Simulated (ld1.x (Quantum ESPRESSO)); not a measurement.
**Pseudopotential generation for Dy (part 2 of 2)**

Continued. System: dysprosium (Dy, Z = 66), core [Kr] 4d10, reference valence 4f10 5s2 5p6 5d0.5 6s1.5 6p0, valence charge 20. Method: ultrasoft potential, PBE, scalar-relativistic, made with ld1.x (Quantum ESPRESSO) 7.5.

**Output of the test run (extracts), continued**
```
     ---------------------- Testing the pseudopotential ----------------------

     Dy
     scalar relativistic calculation

     atomic number is 66.00   valence charge is 20.00
     dft =PBE   lsd =0 sic =0 latt =0  beta=0.20 tr2=1.0E-14
     mesh =1265 r(mesh) = 100.51885 xmin = -7.00 dx = 0.01250

     n l     nl             e AE (Ry)        e PS (Ry)    De AE-PS (Ry)
     4 3     4F   1(10.00)       -1.25505       -1.23631       -0.01874  !
     1 0     5S   1( 2.00)       -4.63290       -4.62108       -0.01181  !
     2 1     5P   1( 6.00)       -2.89505       -2.88151       -0.01355  !
     3 2     5D   1( 0.00)       -0.99648       -0.98906       -0.00742  !
     2 0     6S   1( 0.00)       -1.06688       -1.06551       -0.00137
     3 1     6P   1( 0.00)       -0.74504       -0.75741        0.01237  !

     eps = 6.8E-15  iter = 11

     Etot =  -24313.202567 Ry,  -12156.601283 Ha, -330797.972961 eV
     Etotps =  -297.141566 Ry,    -148.570783 Ha,   -4042.816958 eV
     dEtot_ae =       1.220000 Ry
     dEtot_ps =       1.218770 Ry,   Delta E=       0.001230 Ry

     Ekin =      52.146450 Ry,      26.073225 Ha,     709.488598 eV
     Encl =    -602.658135 Ry,    -301.329067 Ha,   -8199.581639 eV
     Ehrt =     267.209108 Ry,     133.604554 Ha,    3635.565129 eV
     Ecxc =     -29.245624 Ry,     -14.622812 Ha,    -397.906979 eV
     Epseu=      15.406634 Ry,       7.703317 Ha,     209.617933 eV

     ---------------------- End of pseudopotential test ----------------------
```

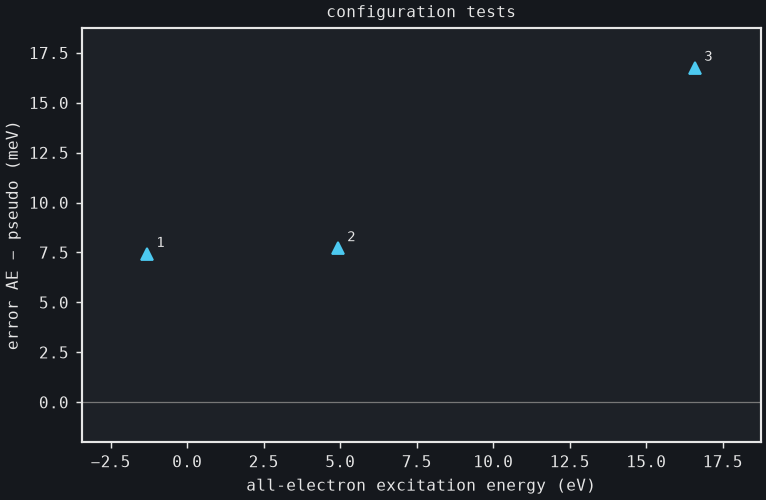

**Figure 1.** Errors, all-electron minus pseudo, of the energies of valence configurations relative to the unpolarised reference 4f10 5s2 5p6 5d0.5 6s1.5 6p0. Points: 1 = 4f10 5s2 5p6 5d0 6s2 6p0; 2 = 4f10 5s2 5p6 5d0 6s1 6p0; 3 = 4f10 5s2 5p6 5d0 6s0 6p0. Not all tests gave a result: test run stopped at test 4 of 7 (negative rho).

- Worst configuration: 4f10 5s2 5p6 5d0 6s0 6p0 (charge +2): the error is +17 meV on an all-electron energy of +16.60 eV relative to the reference, or 0.1 %.
- Errors in meV: 4f10 5s2 5p6 5d0 6s2 6p0: +7.4; 4f10 5s2 5p6 5d0 6s1 6p0: +7.7; 4f10 5s2 5p6 5d0 6s0 6p0: +17. The potential isn't sound: its overlap operator has a negative eigenvalue, -0.13. The p channel couldn't be tested for ghost states or cutoffs, since the overlap operator isn't positive definite there.

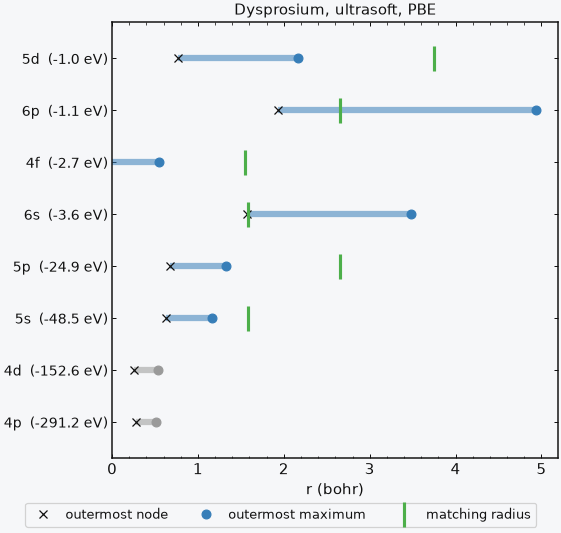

**Figure 2.** Outer shells of the all-electron reference atom: each bar runs from the outermost node (or the nucleus) to the outermost maximum of u(r); the tick is the radius chosen for the pseudo-wave. Shells without a tick have no pseudo-wave of their own. Levels, nodes and maxima are from ld1.x, scalar-relativistic.

- Radii against the shells: 5s: 1.58 bohr, outside the maximum; 5p: 2.65 bohr, outside the maximum; 6s: 1.58 bohr, between node and maximum; 4f: 1.55 bohr, outside the maximum; 6p: 2.65 bohr, between node and maximum; 5d: 3.75 bohr, outside the maximum.

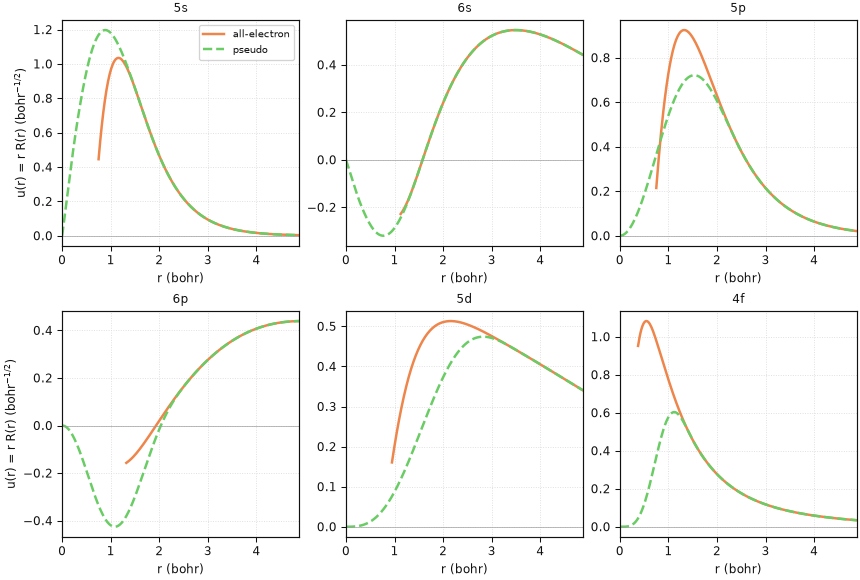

**Figure 3.** All-electron valence functions (solid) with their pseudo partners (dashed). The innermost oscillations of some all-electron curves aren't drawn. Reference configuration 4f10 5s2 5p6 5d0.5 6s1.5 6p0.

- Matching radii: 5s at 1.58 bohr; 6s at 1.58 bohr; 5p at 2.65 bohr; 6p at 2.65 bohr; 5d at 3.75 bohr; 4f at 1.55 bohr. The curves merge smoothly, so the plot gives these only roughly.
- Nodes of the pseudo-waves: 5s has no node; 6s has a node at about 1.6 bohr; 5p has no node; 6p has a node at about 2.0 bohr; 5d has no node; 4f has no node. A node in 6s and 6p is allowed, since a lower shell of the same l is also in the valence.

**Key numbers**

- outcome: generated, but the overlap operator is not positive, so unusable
- configuration tests: test run stopped at test 4 of 7 (negative rho)
- lowest eigenvalue of the overlap operator S in a Bessel basis (separate test): -0.13 (p channel); it is negative, so in a basis up to 400 Ry S is not positive definite
- density cutoff estimated by the generator: 360 Ry
- largest excitation error among the tests solved: +17 meV (all-electron minus pseudo) for 4f10 5s2 5p6 5d0 6s0 6p0
- range over which the phases arctan(r u′/u) at the test radius agree within 0.05 rad (a looser test near the poles than one of phase shifts): s: over the whole range computed; p: up to about 0.5 Ry; d: up to about 1.1 Ry; f: over the whole range computed
- wall time: 2.6 s

**Notes**

The p channel couldn't be tested for ghost states or cutoffs, since the overlap operator isn't positive definite there.
